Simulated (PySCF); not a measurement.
SMILES Cl[Te](Cl)(Cl)Cl (Cl₄Te), PBE0/def2-SVP optimised geometry. Atoms within 1.6 Å of the plane z = 0.0 Å (x, y, z in Å): Te1 (-1.17, 0.00, 0.00), Cl2 (1.17, 0.00, 0.00), Cl3 (-1.15, -2.45, 0.04), Cl5 (-1.15, 2.45, 0.00).

Calculation: PBE0/def2-TZVP, def2 effective core potentials past Kr (PySCF). The core electrons that the potentials of Te replace are not part of the density. Cells within 0.4 Å of a nucleus heavier than hydrogen are left out (blank, or x).

Map of the electrostatic potential (hartree/e), clipped to [-0.08, 0.12] on the plane z = 0.0 Å:

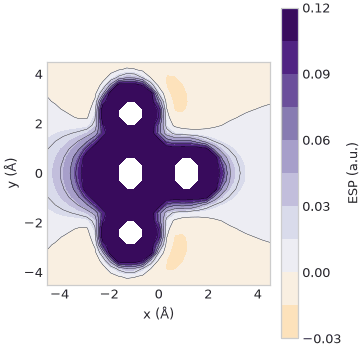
Electrostatic potential (hartree/e), clipped to [-0.08, 0.12] on the plane z = 0.0 Å.
